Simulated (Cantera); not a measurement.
Input: 1 mol TiO₂, 6.9 mol HCl, held at 0.133 bar.

Method: chemical equilibrium by Gibbs-energy minimisation in Cantera with the NASA 1993 tables (ideal gas, pure condensed phases). Candidate condensed phases: H₂O, Ti, TiCl₂, TiCl₃, TiCl₄, TiO, TiO₂, Ti₂O₃, Ti₃O₅, Ti₄O₇; 23 gas species. Condensed phases not in the tables: TiOCl. The numbers say what is thermodynamically allowed, not how fast it happens.

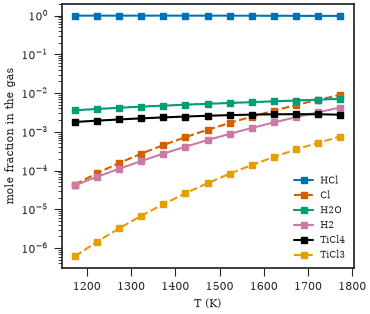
*Equilibrium gas composition (values under 1e-9 drawn at 1e-9)*

**Question.** Read off the mole fractions at 1173 K.

**Answer.** HCl about 0.99, H₂O about 0.0036, TiCl₄ about 0.0018, Cl about 4.4e-5, H₂ about 4.2e-5, TiCl₃ about 6.1e-7.
